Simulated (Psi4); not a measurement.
**HSE06/def2-TZVP run of SiNH2Cl (SMILES N[Si]Cl)**

Aim: the vertical ionisation energy of SiNH2Cl at HSE06/def2-TZVP, from 2 runs. 

The calculation is run with Psi4 1.11.

## 1. The system as given

SiNH2Cl: 5 atoms, total charge 0, spin state singlet. SMILES: `N[Si]Cl`. Geometry: relaxed at PBE0-D4/def2-TZVP. This is one conformer, not always the lowest.

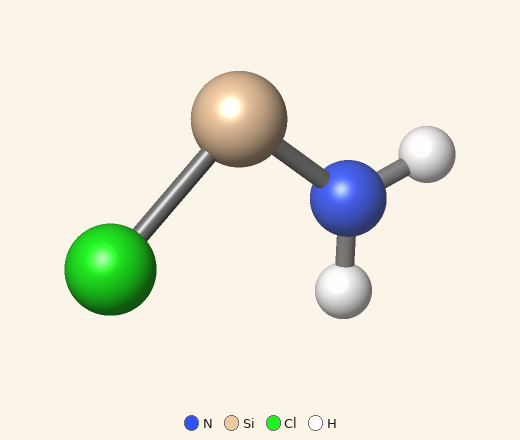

The structure, seen from a chosen angle (nitrogen blue, silicon light orange, chlorine green, hydrogen white).

## 2. A single-point energy at HSE06/def2-TZVP

job.py reads:

```python
import psi4

psi4.set_memory(1600000000)
psi4.set_num_threads(1)
psi4.core.set_output_file('psi4.out', False)

m = psi4.geometry("""
0 1
N     -0.148200     0.583400    -0.233900
Si    -0.116200    -0.341800     1.192600
Cl     0.649000    -2.124500     0.377300
H     -0.473300     1.538600    -0.227400
H      0.138600     0.270600    -1.150000
units angstrom
symmetry c1
no_reorient
no_com
""")

options = {'reference': 'rks', 'puream': True, 'e_convergence': 1e-09, 'd_convergence': 1e-08, 'scf_type': 'pk', 'dft_radial_points': 99, 'dft_spherical_points': 590}
psi4.set_options(options)

E, wfn = psi4.energy('hse06/def2-TZVP', return_wfn=True)
psi4.oeprop(wfn, 'WIBERG_LOWDIN_INDICES', 'MAYER_INDICES', 'DIPOLE', title='HSE06')
print(f'total energy {E:.8f} hartree = {E * 27.211386:.5f} eV')
for k, v in sorted(psi4.core.scalar_variables().items()):
    print(f'{k:45s} {v:18.10f}')
```

Started as:

```bash
$ python job.py
```

psi4.out:

```text
[...]
  Running in c1 symmetry.
[...]
  Nuclear repulsion =  131.390318799166209
[...]
  Multiplicity = 1
[...]
  Nalpha       = 20
  Nbeta        = 20
[...]
    Number of basis functions: 117
[...]
   @RKS iter   1:  -805.14425812665468   -1.29290e-01   7.66334e-03 ADIIS/DIIS
[...]
   @RKS iter  13:  -805.45259040989254   -4.54747e-13   1.02084e-09 DIIS
[...]
    Orbital Energies [Eh]
    ---------------------
    Doubly Occupied:
       1A   -101.676129     2A    -66.272911     3A    -14.378205
       4A     -9.495862     5A     -7.224891     6A     -7.221829
       7A     -7.220731     8A     -5.339523     9A     -3.674932
      10A     -3.672887    11A     -3.668562    12A     -0.885501
      13A     -0.814232    14A     -0.524879    15A     -0.519789
      16A     -0.398842    17A     -0.340083    18A     -0.322414
      19A     -0.297402    20A     -0.247158
[...]
  @RKS Final Energy:  -805.45259040989254
   => Energetics <=
    Nuclear Repulsion Energy =            131.3903187991662094
    One-Electron Energy =               -1374.3386986836403594
    Two-Electron Energy =                 480.8561533939181913
    DFT Exchange-Correlation Energy =     -43.3603639193365780
    Empirical Dispersion Energy =           0.0000000000000000
    VV10 Nonlocal Energy =                  0.0000000000000000
    Total Energy =                       -805.4525904098925366
[...]
 Multipole Moments:
 ------------------------------------------------------------------------------------
     Multipole            Electronic (a.u.)      Nuclear  (a.u.)        Total (a.u.)
 ------------------------------------------------------------------------------------
 L = 1.  Multiply by 2.5417464519 to convert [e a0] to [Debye]
 Dipole X            :        -15.3945371           15.1822487           -0.2122885
 Dipole Y            :         67.0778523          -66.1568550            0.9209973
 Dipole Z            :        -38.4819068           37.9755583           -0.5063485
 Magnitude           :                                                    1.0722366
[...]
```

The script printed:

```text
total energy -805.45259041 hartree = -21917.48134 eV
CURRENT ENERGY                                   -805.4525904099
CURRENT REFERENCE ENERGY                         -805.4525904099
DD SOLVATION ENERGY                                 0.0000000000
DFT FUNCTIONAL TOTAL ENERGY                      -805.4525904099
DFT TOTAL ENERGY                                 -805.4525904099
DFT VV10 ENERGY                                     0.0000000000
DFT XC ENERGY                                     -43.3603639193
GRID ELECTRONS ALPHA                               19.9999999078
GRID ELECTRONS BETA                                19.9999999078
GRID ELECTRONS TOTAL                               39.9999998157
NUCLEAR REPULSION ENERGY                          131.3903187992
ONE-ELECTRON ENERGY                             -1374.3386986836
PCM POLARIZATION ENERGY                             0.0000000000
PE ENERGY                                           0.0000000000
SCF ITERATION ENERGY                             -805.4525904099
SCF ITERATIONS                                     13.0000000000
SCF TOTAL ENERGY                                 -805.4525904099
TWO-ELECTRON ENERGY                               480.8561533939
XC GRID RADIAL POINTS                              99.0000000000
XC GRID SPHERICAL POINTS                          590.0000000000
XC GRID TOTAL POINTS                           277630.0000000000
```

Wall time 23 s (1 thread of Intel Xeon 6975P-C (Granite Rapids), shared host); peak memory 0.87 GiB.

## 3. The doublet cation: energy and forces at UHSE06/def2-TZVP

clh2nsi.xyz reads:

```xyz
5
ClH2NSi
N     -0.148200     0.583400    -0.233900
Si    -0.116200    -0.341800     1.192600
Cl     0.649000    -2.124500     0.377300
H     -0.473300     1.538600    -0.227400
H      0.138600     0.270600    -1.150000
```

clh2nsi.py reads:

```python
import psi4

psi4.set_memory(1600000000)
psi4.set_num_threads(1)
psi4.core.set_output_file('psi4.out', False)

with open('clh2nsi.xyz') as f:
    atoms = ''.join(f.readlines()[2:])
molecule = psi4.geometry('1 2\n' + atoms + 'symmetry c1')

psi4.set_options({
    'basis': 'def2-TZVP',
    'reference': 'uks',
    'puream': True,
    'e_convergence': 1e-09,
    'd_convergence': 1e-08,
    'scf_type': 'pk',
    'dft_radial_points': 99,
    'dft_spherical_points': 590,
    'maxiter': 200,
})

e_tot, wfn = psi4.gradient("hse06", molecule=molecule, return_wfn=True)
psi4.oeprop(wfn, "DIPOLE", "MAYER_INDICES", "WIBERG_LOWDIN_INDICES")
print('gradient / Eh bohr^-1')
print(e_tot.np.round(6))
print(f'energy = {wfn.energy():.10f} Eh')
for k, v in sorted(psi4.core.scalar_variables().items()):
    print(f'{k:45s} {v:18.10f}')
```

Started as:

```bash
$ python clh2nsi.py
```

psi4.out:

```text
[...]
  Running in c1 symmetry.
[...]
  Nuclear repulsion =  131.390318799166209
[...]
  Multiplicity = 2
[...]
  Nalpha       = 20
  Nbeta        = 19
[...]
    Number of basis functions: 117
[...]
   @UKS iter   1:  -804.82799131911088    1.86977e-01   7.21778e-03 DIIS/ADIIS
[...]
   @UKS iter  16:  -805.10964055668387   -1.47793e-12   6.55255e-09 DIIS
[...]
   @S^2 Observed:                7.577692931E-01
[...]
    Orbital Energies [Eh]
    ---------------------
    Alpha Occupied:
       1A   -101.933064     2A    -66.589746     3A    -14.619611
       4A     -9.749383     5A     -7.482777     6A     -7.473646
       7A     -7.473570     8A     -5.652166     9A     -3.987469
      10A     -3.986577    11A     -3.982238    12A     -1.117236
      13A     -1.057714    14A     -0.777293    15A     -0.742896
      16A     -0.649044    17A     -0.572113    18A     -0.565416
      19A     -0.537688    20A     -0.524234
    Alpha Virtual:
      21A     -0.327694    22A     -0.254180    23A     -0.187516
      24A     -0.123218    25A     -0.108453    26A     -0.056304
[...]
  @UKS Final Energy:  -805.10964055668387
   => Energetics <=
    Nuclear Repulsion Energy =            131.3903187991662094
    One-Electron Energy =               -1363.9423109310273503
    Two-Electron Energy =                 470.5525205150998431
    DFT Exchange-Correlation Energy =     -43.1101689399224455
    Empirical Dispersion Energy =           0.0000000000000000
    VV10 Nonlocal Energy =                  0.0000000000000000
    Total Energy =                       -805.1096405566838712
[...]
  -Total Gradient:
     Atom            X                  Y                   Z
    ------   -----------------  -----------------  -----------------
       1        0.009960422883    -0.005535392718    -0.040945243415
       2       -0.021714612284     0.024363403897     0.068166947665
       3        0.012742364585    -0.020882211774    -0.028694887026
       4        0.001178368738    -0.004362185649     0.001515358830
       5       -0.002160793720     0.006411266436    -0.000062514797
[...]
 Multipole Moments:
 ------------------------------------------------------------------------------------
     Multipole            Electronic (a.u.)      Nuclear  (a.u.)        Total (a.u.)
 ------------------------------------------------------------------------------------
 L = 1.  Multiply by 2.5417464519 to convert [e a0] to [Debye]
 Dipole X            :          0.5143398           -1.1210147           -0.6066749
 Dipole Y            :         -2.9440215            4.5469305            1.6029090
 Dipole Z            :          2.4497526           -2.1290867            0.3206659
 Magnitude           :                                                    1.7436164
[...]
```

On the terminal:

```text
gradient / Eh bohr^-1
[[ 9.9600e-03 -5.5350e-03 -4.0945e-02]
 [-2.1715e-02  2.4363e-02  6.8167e-02]
 [ 1.2742e-02 -2.0882e-02 -2.8695e-02]
 [ 1.1780e-03 -4.3620e-03  1.5150e-03]
 [-2.1610e-03  6.4110e-03 -6.3000e-05]]
energy = -805.1096405567 Eh
CURRENT ENERGY                                   -805.1096405567
CURRENT REFERENCE ENERGY                         -805.1096405567
DD SOLVATION ENERGY                                 0.0000000000
DFT FUNCTIONAL TOTAL ENERGY                      -805.1096405567
DFT TOTAL ENERGY                                 -805.1096405567
DFT VV10 ENERGY                                     0.0000000000
DFT XC ENERGY                                     -43.1101689399
GRID ELECTRONS ALPHA                               19.9999999107
GRID ELECTRONS BETA                                18.9999998907
GRID ELECTRONS TOTAL                               38.9999998014
NUCLEAR REPULSION ENERGY                          131.3903187992
ONE-ELECTRON ENERGY                             -1363.9423109310
PCM POLARIZATION ENERGY                             0.0000000000
PE ENERGY                                           0.0000000000
SCF ITERATION ENERGY                             -805.1096405567
SCF ITERATIONS                                     16.0000000000
SCF TOTAL ENERGY                                 -805.1096405567
TWO-ELECTRON ENERGY                               470.5525205151
XC GRID RADIAL POINTS                              99.0000000000
XC GRID SPHERICAL POINTS                          590.0000000000
XC GRID TOTAL POINTS                           277628.0000000000
```

Wall time 49 s (1 thread of Intel Xeon 6975P-C (Granite Rapids), shared host); peak memory 0.88 GiB.

## 4. Results

Level: HSE06/def2-TZVP.

| quantity | value |
| --- | --- |
| singlet SiNH2Cl: total energy | -805.45259 Eh |
| singlet SiNH2Cl: dipole moment | 2.73 D |
| singlet SiNH2Cl: HOMO energy | -6.73 eV |
| singlet SiNH2Cl: LUMO energy | -1.91 eV |
| singlet SiNH2Cl: HOMO–LUMO gap | 4.82 eV |
| doublet cation: total energy | -805.10964 Eh |
| doublet cation: HOMO energy (highest over α and β) | -14.27 eV |
| doublet cation: LUMO energy (lowest over α and β) | -11.85 eV |
| doublet cation: ⟨S²⟩ | 0.758 |
| doublet cation: largest force on an atom | 3.886 eV/Å |
| vertical ionisation energy (to the doublet cation) | 9.332 eV |

Removing an electron at fixed nuclei costs 9.33 eV (215 kcal/mol). −ε(HOMO) before ionisation, 6.73 eV, is 2.61 eV below this ionisation energy.
